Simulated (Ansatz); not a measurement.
**FH4InOSSi: how energies converge with the basis set**

How large a basis does FH4InOSSi need? Two functionals are run in growing sets.

Program: Ansatz 0.2.0, Gaussian basis. Level of theory: one geometry, several basis sets. These are calculated values, not measurements.

Levels to be run: PBE0-D4/def2-SVP; ωB97M-V/def2-SVP; PBE0-D4/def2-QZVPP; ωB97M-V/def2-QZVPP; the functionals' def2-TZVPP values are taken from earlier runs.

## Step 1: The relaxed structure

The geometry comes from an earlier relaxation with PBE0-D4 in a triple-zeta def2 set; it is a stationary point, not always the lowest conformer. In takes the def2 core potential; no spin-orbit term is included.

SMILES `[OH][InH][S][SiH2]F`, 9 atoms, charge 0, spin multiplicity 1.

Atoms are counted from 1 here; the program's logs count them from 0.

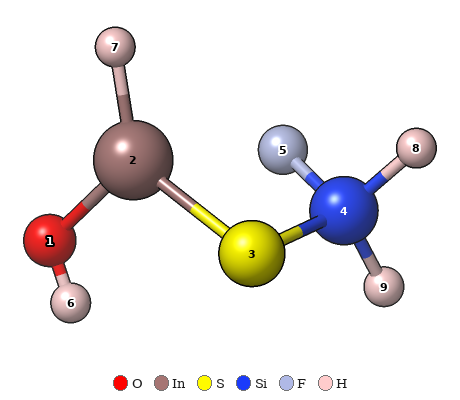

The structure; oxygen red, indium brown, sulfur yellow, silicon blue, fluorine light blue, hydrogen pink; atoms are numbered from 1 in the order of the file.

Geometry (Å):

```
O    -0.3548    2.6264   -0.6658
In    0.7169    1.3241    0.3587
S    -0.7860   -0.2468    1.4980
Si   -0.3163   -1.6764    0.0499
F     0.6326   -0.8966   -1.0357
H    -1.2904    2.4095   -0.6435
H     2.3896    1.4345    0.5929
H     0.5003   -2.8062    0.5473
H    -1.4920   -2.1685   -0.7018
```

## Step 2: PBE0-D4 in def2-SVP

in.yaml reads:

```yaml
crystal:
  periodic: [false, false, false]
  atoms:
    - {symbol: O, position_ang: [-0.354782, 2.626399, -0.665789]}
    - {symbol: In, position_ang: [0.716928, 1.324070, 0.358686]}
    - {symbol: S, position_ang: [-0.785981, -0.246813, 1.498047]}
    - {symbol: Si, position_ang: [-0.316262, -1.676429, 0.049890]}
    - {symbol: F, position_ang: [0.632615, -0.896645, -1.035714]}
    - {symbol: H, position_ang: [-1.290442, 2.409518, -0.643473]}
    - {symbol: H, position_ang: [2.389626, 1.434512, 0.592912]}
    - {symbol: H, position_ang: [0.500278, -2.806154, 0.547261]}
    - {symbol: H, position_ang: [-1.491971, -2.168458, -0.701819]}
basis:
  gaussian: {orbitals: def2-SVP}
hamiltonian: {xc: pbe0, dispersion: d4}
output: {orbitals: {seedname: orbitals}}
```

Started as:

```bash
$ ansatz run in.yaml --threads 4 --pin off --events-out ev --progress --plain --max-ram 10444MiB
```

The log of the run:

```text
Functional definition: PBE0
  name "PBE0"
  cite "Adamo & Barone, J. Chem. Phys. 110, 6158 (1999) doi:10.1063/1.478522"
  cite "Perdew, Burke & Ernzerhof, Phys. Rev. Lett. 77, 3865 (1996) doi:10.1103/PhysRevLett.77.3865"
  parent pbe
  parameter a = 0.25
  parameter kappa = 0.804
  parameter beta = 0.06672455060314922
  exchange = (1 - a)*pbe_x(kappa = kappa, mu = beta*pi^2/3) + a*exact_x
  correlation = pbe_c(beta = beta)
1123 factors; integrals over basis functions are off by at most 1.1e-3 eV
mean field evaluation 1: about -28690.9525 eV, gradient 5.9e1 eV
mean field evaluation 2: about -28643.9842 eV, gradient 1.5e2 eV
mean field evaluation 4: about -28697.1974 eV, gradient 1.1e1 eV
mean field evaluation 8: about -28697.4678 eV, gradient 8.2e-1 eV
mean field evaluation 16: about -28697.4695 eV, gradient 1.6e-4 eV
mean field -28697.46946553 eV, -1054.6125510147 hartree, gradient 4.1e-5 eV, S^2 0.000000; 0 other end points of the search recorded, 0 dependent functions left out
reference -28697.46950375 eV, -1054.6125524193 hartree; 36, 36 occupied and 74, 74 virtual orbitals, 1123 factors
Total energy: -28697.67987319 eV, -1054.6202833536 hartree
```

Wall time 1.4 s (4 threads of Arm Neoverse V2, shared host); peak memory 0.25 GiB.

## Step 3: ωB97M-V in def2-SVP

in.yaml, as its differences from that of step 2:

```diff
@@ -14,3 +14,3 @@
   gaussian: {orbitals: def2-SVP}
-hamiltonian: {xc: pbe0, dispersion: d4}
+hamiltonian: {xc: {name: wB97M-V}}
 output: {orbitals: {seedname: orbitals}}
```

The command is unchanged.

The log of the run (excerpt; [...] marks lines left out):

```text
Functional definition: wB97M-V
  name "wB97M-V"
  cite "Mardirossian & Head-Gordon, J. Chem. Phys. 144, 214110 (2016) doi:10.1063/1.4952647"
  cite "Becke, J. Chem. Phys. 107, 8554 (1997) doi:10.1063/1.475007"
  cite "Vydrov & Van Voorhis, J. Chem. Phys. 133, 244103 (2010) doi:10.1063/1.3521275"
  # Of w^i u^j: cxij and so on, Table III.
[...]
  gx(w, u) = 1 - cx + cx01*u + cx10*w
  gss(w, u) = css00 + css04*u^4 + css10*w + css20*w^2 + css43*w^4*u^3
  gos(w, u) = cos00 + cos10*w + (cos20 + cos21*u)*w^2 + (cos60 + cos61*u)*w^6
[...]
      + integral(e_c_pw_mod_opposite_spin*gos(b97_w_opposite, b97_u_opposite)) + vv10(b, c)
1123 factors; integrals over basis functions are off by at most 1.1e-3 eV
329 factors; integrals over basis functions are off by at most 7.8e-6 eV
[...]
mean field -28705.45438578 eV, -1054.9059914217 hartree, gradient 3.4e-5 eV, S^2 0.000000; 0 other end points of the search recorded, 0 dependent functions left out
reference -28705.45444684 eV, -1054.9059936657 hartree; 36, 36 occupied and 74, 74 virtual orbitals, 1123 factors
Total energy: -28705.45444684 eV, -1054.9059936657 hartree
```

Run time: 6.5 s. Hardware: 4 threads of Arm Neoverse V2, shared host; peak memory 0.39 GiB.

## Step 4: PBE0-D4 in def2-QZVPP

in.yaml, as its differences from that of step 3:

```diff
@@ -13,4 +13,4 @@
 basis:
-  gaussian: {orbitals: def2-SVP}
-hamiltonian: {xc: {name: wB97M-V}}
+  gaussian: {orbitals: "def2-QZVPP.json"}
+hamiltonian: {xc: pbe0, dispersion: d4}
 output: {orbitals: {seedname: orbitals}}
```

The command is unchanged.

The log of the run:

```text
Functional definition: PBE0
  name "PBE0"
  cite "Adamo & Barone, J. Chem. Phys. 110, 6158 (1999) doi:10.1063/1.478522"
  cite "Perdew, Burke & Ernzerhof, Phys. Rev. Lett. 77, 3865 (1996) doi:10.1103/PhysRevLett.77.3865"
  parent pbe
  parameter a = 0.25
  parameter kappa = 0.804
  parameter beta = 0.06672455060314922
  exchange = (1 - a)*pbe_x(kappa = kappa, mu = beta*pi^2/3) + a*exact_x
  correlation = pbe_c(beta = beta)
1866 factors; their error is unknown
mean field evaluation 1: about -28703.4768 eV, gradient 6.9e1 eV
mean field evaluation 2: about -28652.1216 eV, gradient 1.6e2 eV
mean field evaluation 4: about -28711.1811 eV, gradient 1.2e1 eV
mean field evaluation 8: about -28711.3905 eV, gradient 3.6e-1 eV
mean field evaluation 16: about -28711.4563 eV, gradient 3.9e-4 eV
mean field -28711.45634131 eV, -1055.1265592191 hartree, gradient 3.7e-5 eV, S^2 0.000000; 0 other end points of the search recorded, 0 dependent functions left out
reference -28711.45638669 eV, -1055.1265608866 hartree; 36, 36 occupied and 420, 420 virtual orbitals, 1866 factors
Total energy: -28711.66675613 eV, -1055.1342918209 hartree
```

Wall time 13 s (4 threads of Arm Neoverse V2, shared host); peak memory 1.9 GiB.

## Step 5: ωB97M-V in def2-QZVPP

in.yaml, as its differences from that of step 4:

```diff
@@ -14,3 +14,3 @@
   gaussian: {orbitals: "def2-QZVPP.json"}
-hamiltonian: {xc: pbe0, dispersion: d4}
+hamiltonian: {xc: {name: wB97M-V}}
 output: {orbitals: {seedname: orbitals}}
```

The command is unchanged.

The log of the run (excerpt; [...] marks lines left out):

```text
Functional definition: wB97M-V
  name "wB97M-V"
  cite "Mardirossian & Head-Gordon, J. Chem. Phys. 144, 214110 (2016) doi:10.1063/1.4952647"
  cite "Becke, J. Chem. Phys. 107, 8554 (1997) doi:10.1063/1.475007"
  cite "Vydrov & Van Voorhis, J. Chem. Phys. 133, 244103 (2010) doi:10.1063/1.3521275"
  # Of w^i u^j: cxij and so on, Table III.
[...]
  gx(w, u) = 1 - cx + cx01*u + cx10*w
  gss(w, u) = css00 + css04*u^4 + css10*w + css20*w^2 + css43*w^4*u^3
  gos(w, u) = cos00 + cos10*w + (cos20 + cos21*u)*w^2 + (cos60 + cos61*u)*w^6
[...]
      + integral(e_c_pw_mod_opposite_spin*gos(b97_w_opposite, b97_u_opposite)) + vv10(b, c)
1778 factors; their error is unknown
385 factors; integrals over basis functions are off by at most 9.1e-6 eV
[...]
mean field -28719.50195496 eV, -1055.4222300671 hartree, gradient 5.4e-5 eV, S^2 0.000000; 0 other end points of the search recorded, 0 dependent functions left out
reference -28719.50203157 eV, -1055.4222328825 hartree; 36, 36 occupied and 420, 420 virtual orbitals, 1778 factors
Total energy: -28719.50203157 eV, -1055.4222328825 hartree
```

Run time: 25 s. Hardware: 4 threads of Arm Neoverse V2, shared host; peak memory 2.3 GiB.

## Step 6: Functionals by basis

The def2-TZVPP values come from earlier runs at the same geometry.

| functional | basis | functions | energy (eV) | from the largest (eV) | HOMO (eV) | LUMO (eV) |
| --- | --- | --- | --- | --- | --- | --- |
| PBE0-D4 | def2-SVP | 110 | -28697.6799 | 13.987 | -7.44 | -1.26 |
| PBE0-D4 | def2-TZVPP | 252 | -28710.7366 | 0.930 | -7.52 | -1.45 |
| PBE0-D4 | def2-QZVPP | 456 | -28711.6668 | 0.000 | -7.54 | -1.49 |
| ωB97M-V | def2-SVP | 110 | -28705.4544 | 14.048 | -9.54 | 0.46 |
| ωB97M-V | def2-TZVPP | 252 | -28718.6259 | 0.876 | -9.68 | 0.13 |
| ωB97M-V | def2-QZVPP | 456 | -28719.5020 | 0.000 | -9.70 | 0.03 |

## Step 7: Summary of results

```
                                       quantity           value
PBE0-D4: double and triple zeta above quadruple  13.99, 0.93 eV
ωB97M-V: double and triple zeta above quadruple  14.05, 0.88 eV
```

What this shows: PBE0-D4 gains 13.06 eV from double to triple zeta, then 0.93 eV more. These are total energies; as a rule much of such shifts cancels in differences, which this series doesn't test.

For PBE0-D4 the largest set took about 9 times as long as the smallest (13 s against 1.4 s).
